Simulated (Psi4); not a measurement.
**SiPH5O2 (SMILES O[SiH2]OP) at revPBE/6-31G(d) (spherical functions)**

Aim: the vertical ionisation energy of SiPH5O2 at revPBE/6-31G* (spherical functions), from 2 runs. 

The results are computed with Psi4 1.11.

1 further run of the same task is left out (set aside as unsound or not needed).

## Step 1: Starting point

SiPH5O2 has 9 atoms, charge 0, and is taken as a singlet. As SMILES, `O[SiH2]OP`. Geometry: relaxed at PBE0-D4/def2-TZVP. This is one conformer, not always the lowest.

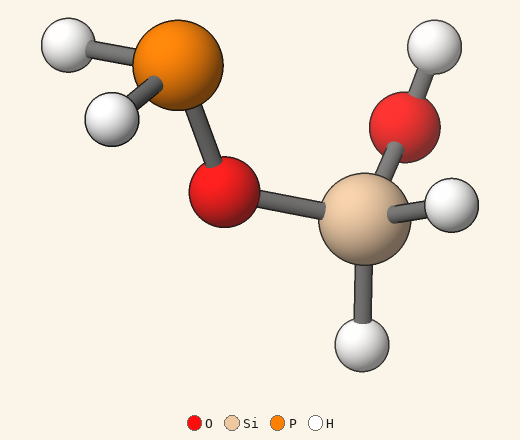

The structure, seen from a chosen angle (oxygen red, silicon light orange, phosphorus orange, hydrogen white).

## Step 2: A single-point energy at revPBE/6-31G(d) (spherical functions)

run.py

```python
import psi4

psi4.set_memory('2200 MB')
psi4.set_num_threads(1)
psi4.core.set_output_file('output.dat', False)

molecule = psi4.geometry("""
O     -0.307900     1.144300    -1.642900
Si     0.817700     0.562000    -0.606400
O      0.302400    -0.778100     0.201800
P     -0.942200    -0.834900     1.277600
H     -0.998700     1.706900    -1.290600
H      1.170600     1.605300     0.391300
H      1.964500     0.123500    -1.421100
H     -0.305900    -1.590900     2.302600
H     -1.612000    -1.984300     0.770600
symmetry c1
no_reorient
no_com
""")

psi4.set_options({
    'basis': '6-31G*',
    'reference': 'rks',
    'puream': True,
    'e_convergence': 1e-09,
    'd_convergence': 1e-08,
    'scf_type': 'pk',
    'dft_radial_points': 99,
    'dft_spherical_points': 590,
})

e_tot, wfn = psi4.energy('revpbe', molecule=molecule, return_wfn=True)
print(f'total energy {e_tot:.8f} hartree = {e_tot * 27.211386:.5f} eV')
```

Command:

```
python run.py
```

output.dat, shortened:

```text
[...]
  Running in c1 symmetry.
[...]
  Nuclear repulsion =  233.152845558399036
[...]
  Multiplicity = 1
[...]
  Nalpha       = 25
  Nbeta        = 25
[...]
    Number of basis functions: 74
[...]
   @RKS iter   1:  -783.79323046487832   -4.52352e-02   1.24377e-02 ADIIS/DIIS
[...]
   @RKS iter  12:  -784.13255317940980   -4.77485e-12   5.53626e-09 DIIS
[...]
    Orbital Energies [Eh]
    ---------------------
    Doubly Occupied:
       1A    -76.350774     2A    -65.459169     3A    -18.789928
       4A    -18.784349     5A     -6.339471     6A     -5.089357
       7A     -4.554177     8A     -4.550023     9A     -4.545289
      10A     -3.496568    11A     -3.494958    12A     -3.493182
      13A     -0.934771    14A     -0.916866    15A     -0.589332
      16A     -0.507426    17A     -0.436079    18A     -0.396138
      19A     -0.378472    20A     -0.358104    21A     -0.319959
      22A     -0.299026    23A     -0.272827    24A     -0.262312
      25A     -0.215189
[...]
  @RKS Final Energy:  -784.13255317940980
   => Energetics <=
    Nuclear Repulsion Energy =            233.1528455583990365
    One-Electron Energy =               -1547.7638714143374727
    Two-Electron Energy =                 593.6338372598343085
    DFT Exchange-Correlation Energy =     -63.1553645833057331
    Empirical Dispersion Energy =           0.0000000000000000
    VV10 Nonlocal Energy =                  0.0000000000000000
    Total Energy =                       -784.1325531794097969
[...]
 Multipole Moments:
 ------------------------------------------------------------------------------------
     Multipole            Electronic (a.u.)      Nuclear  (a.u.)        Total (a.u.)
 ------------------------------------------------------------------------------------
 L = 1.  Multiply by 2.5417464519 to convert [e a0] to [Debye]
 Dipole X            :          4.4185865           -4.7445354           -0.3259489
 Dipole Y            :          3.7501857           -3.5250951            0.2250906
 Dipole Z            :          0.5559744           -0.1919962            0.3639782
 Magnitude           :                                                    0.5379485
[...]
```

On the terminal:

```text
total energy -784.13255318 hartree = -21337.33358 eV
```

It took 23 s on 1 thread of Intel Xeon Platinum 8259CL at 2.50GHz (Skylake/Cascade Lake), shared host; peak memory 1.2 GiB.

## Step 3: The doublet cation, same level

job.dat

```
memory 2200 mb

molecule {
  1 2
  O     -0.307900     1.144300    -1.642900
  Si     0.817700     0.562000    -0.606400
  O      0.302400    -0.778100     0.201800
  P     -0.942200    -0.834900     1.277600
  H     -0.998700     1.706900    -1.290600
  H      1.170600     1.605300     0.391300
  H      1.964500     0.123500    -1.421100
  H     -0.305900    -1.590900     2.302600
  H     -1.612000    -1.984300     0.770600
  units angstrom
  symmetry c1
}

set basis 6-31G*
set reference uks
set puream true
set e_convergence 1e-09
set d_convergence 1e-08
set scf_type pk
set dft_radial_points 99
set dft_spherical_points 590
set maxiter 100

energy("revpbe")
```

Command:

```
psi4 -n 1 job.dat job.out
```

job.out, shortened:

```text
[...]
  Running in c1 symmetry.
[...]
  Nuclear repulsion =  233.152845558399036
[...]
  Multiplicity = 2
[...]
  Nalpha       = 25
  Nbeta        = 24
[...]
    Number of basis functions: 74
[...]
   @UKS iter   1:  -783.46182791750482    2.86167e-01   1.20449e-02 DIIS/ADIIS
[...]
   @UKS iter  17:  -783.79561066175427   -1.70530e-12   3.71507e-09 DIIS
[...]
   @S^2 Observed:                7.517085781E-01
[...]
    Orbital Energies [Eh]
    ---------------------
    Alpha Occupied:
       1A    -76.630098     2A    -65.661900     3A    -19.062692
       4A    -18.980606     5A     -6.617450     6A     -5.293973
       7A     -4.832067     8A     -4.827569     9A     -4.825904
      10A     -3.702046    11A     -3.699109    12A     -3.696862
      13A     -1.191658    14A     -1.116350    15A     -0.843476
      16A     -0.715393    17A     -0.663771    18A     -0.642434
      19A     -0.624935    20A     -0.580707    21A     -0.527842
      22A     -0.517561    23A     -0.494075    24A     -0.475159
      25A     -0.470381
    Alpha Virtual:
[...]
  @UKS Final Energy:  -783.79561066175427
   => Energetics <=
    Nuclear Repulsion Energy =            233.1528455583990365
    One-Electron Energy =               -1536.2113490689275750
    Two-Electron Energy =                 582.0833709632665887
    DFT Exchange-Correlation Energy =     -62.8204781144924524
    Empirical Dispersion Energy =           0.0000000000000000
    VV10 Nonlocal Energy =                  0.0000000000000000
    Total Energy =                       -783.7956106617542673
[...]
 Multipole Moments:
 ------------------------------------------------------------------------------------
     Multipole            Electronic (a.u.)      Nuclear  (a.u.)        Total (a.u.)
 ------------------------------------------------------------------------------------
 L = 1.  Multiply by 2.5417464519 to convert [e a0] to [Debye]
 Dipole X            :         -2.2045485            1.3339041           -0.8706444
 Dipole Y            :         -1.0784438            0.8263463           -0.2520975
 Dipole Z            :          1.9659718           -0.5023799            1.4635918
 Magnitude           :                                                    1.7215330
[...]
```

It took 37 s on 1 thread of Intel Xeon Platinum 8259CL at 2.50GHz (Skylake/Cascade Lake), shared host; peak memory 1.2 GiB.

## Step 4: Outcome

Level: revPBE/6-31G* (spherical functions).

| quantity | value |
| --- | --- |
| singlet SiPH5O2: total energy | -784.13255 Eh |
| singlet SiPH5O2: dipole moment | 1.37 D |
| singlet SiPH5O2: HOMO energy | -5.86 eV |
| singlet SiPH5O2: LUMO energy | -0.82 eV |
| singlet SiPH5O2: HOMO–LUMO gap | 5.04 eV |
| doublet cation: total energy | -783.79561 Eh |
| doublet cation: HOMO energy (highest over α and β) | -12.65 eV |
| doublet cation: LUMO energy (lowest over α and β) | -12.27 eV |
| doublet cation: ⟨S²⟩ | 0.752 |
| vertical ionisation energy (to the doublet cation) | 9.169 eV |

**Reading.** Removing an electron at fixed nuclei costs 9.17 eV (885 kJ/mol). −ε(HOMO) before ionisation, 5.86 eV, is 3.31 eV below this ionisation energy.
